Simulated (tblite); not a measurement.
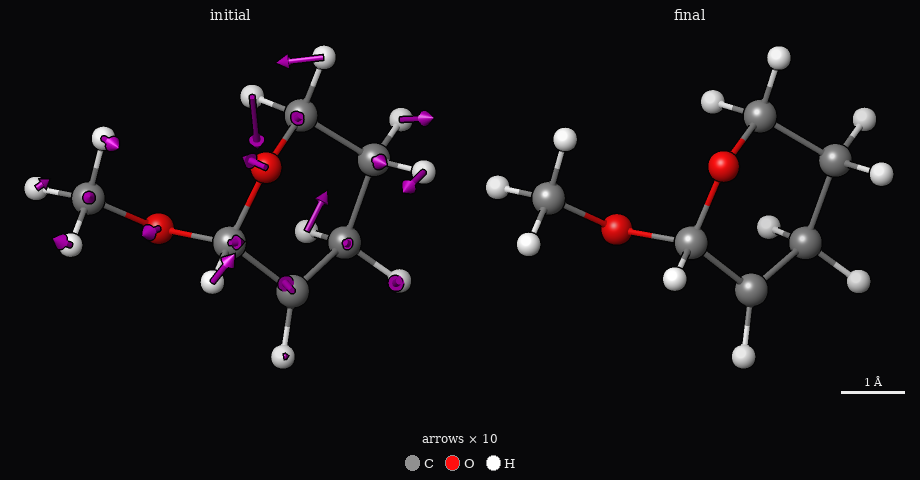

The structure of C₆H₁₁O₂ (multiplicity 2) before (left) and after (right) a relaxation, at one scale. The purple arrows give the displacements, magnified 10 times.

Style: ball-and-stick. Shown at a tilt.

The calculation used tblite 0.8.0, GFN2-xTB geometry optimisation, gas phase. 

Q: Summarise the run.

A: After 42 geometry steps the energy has fallen by 0.116 eV. The largest move after the best rigid fit is that of an H atom, 0.13 Å. By element the largest moves are H 0.13 Å, O 0.06 Å, C 0.06 Å. Some distances before and after: C–O 1.438 → 1.409 Å, C–C 1.506 → 1.485 Å, C–C 1.513 → 1.533 Å, C–H 1.088 → 1.104 Å. Bond angles that change, for instance: C–C–H 107.6° → 111.2°, O–C–H 107.6° → 104.6°, C–O–C 110.9° → 113.8°. Cost: 0.25 s on 1 thread of Arm Neoverse V1 (shared host).
